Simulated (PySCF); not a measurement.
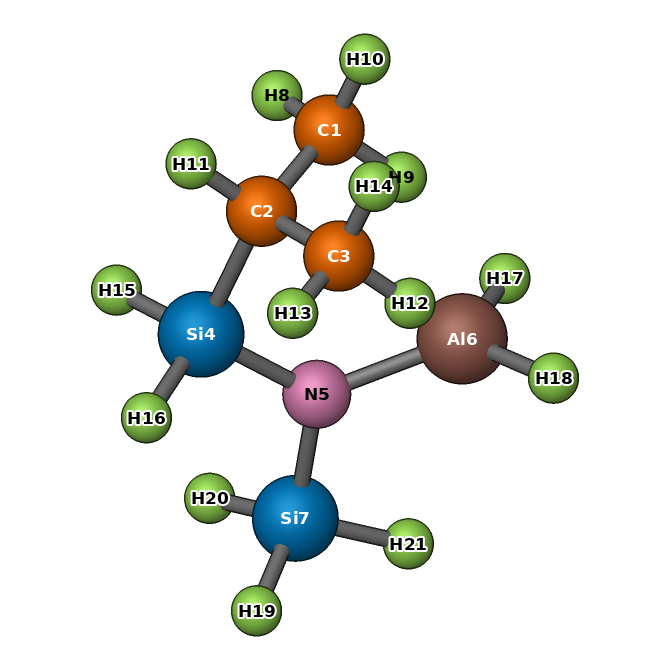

The geometry was computed by an optimisation with GFN2-xTB. No frequency run is at hand to confirm it as a minimum. Properties computed with GIAO PBE0/pcSseg-1 NMR shielding, non-relativistic, gas phase (PySCF 2.14.0). Principal shieldings σ11 ≤ σ22 ≤ σ33, span Ω = σ33 − σ11, skew κ = 3(σiso − σ22)/Ω.

Give the shielding tensors of the N atoms.

```
atom    σ11    σ22    σ33   σiso     Ω      κ
  N5  244.1  266.4  278.4  263.0  34.3  −0.30
```

Shieldings and span in ppm.

The geometry is semi-empirical. Around Al, Si such bond lengths and angles can be off by a tenth of an ångström or more and by several degrees, and values that hang on the shape move with them.
